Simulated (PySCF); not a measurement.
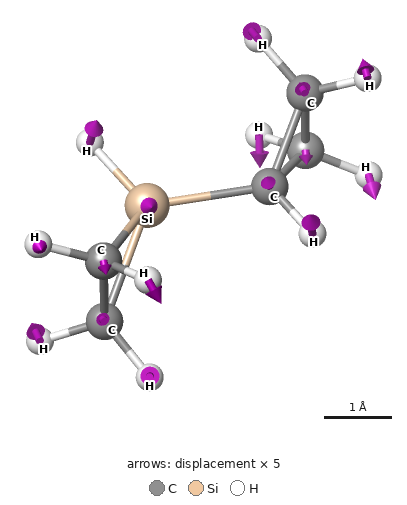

This is a relaxation of C5H10Si. The starting structure is drawn; purple arrows show the displacements, 5 times their true length. The two geometries are superimposed by the best rigid fit.

The picture is a ball-and-stick view, seen from a free direction.

The start comes from GFN2-xTB.

These are results of PySCF, PBE0-D3(BJ)/def2-SVP geometry optimisation, gas phase, not measurements. 

**Which element moves most?**

Hydrogen: up to 0.12 Å, against 0.07 Å for silicon.

**What did the optimiser do to the structure, and how much energy did it gain?**

The largest move after the best rigid fit is that of an H atom, 0.12 Å. Largest moves by element: H 0.12 Å, Si 0.07 Å, C 0.06 Å. Near-neighbour distances that change, for instance: H–Si 1.457 → 1.488 Å, C–Si 1.882 → 1.857 Å, C–H 1.081 → 1.096 Å, C–C 1.538 → 1.547 Å. Bond angles that change, for instance: C–Si–H 115.8° → 113.1°, C–Si–C 119.4° → 121.6°. Over 5 geometry steps the energy falls by 7.54 kJ/mol. The largest force component goes from 1.3 to 0.017 eV/Å. The run took of the order of 40 core-seconds on a shared host.
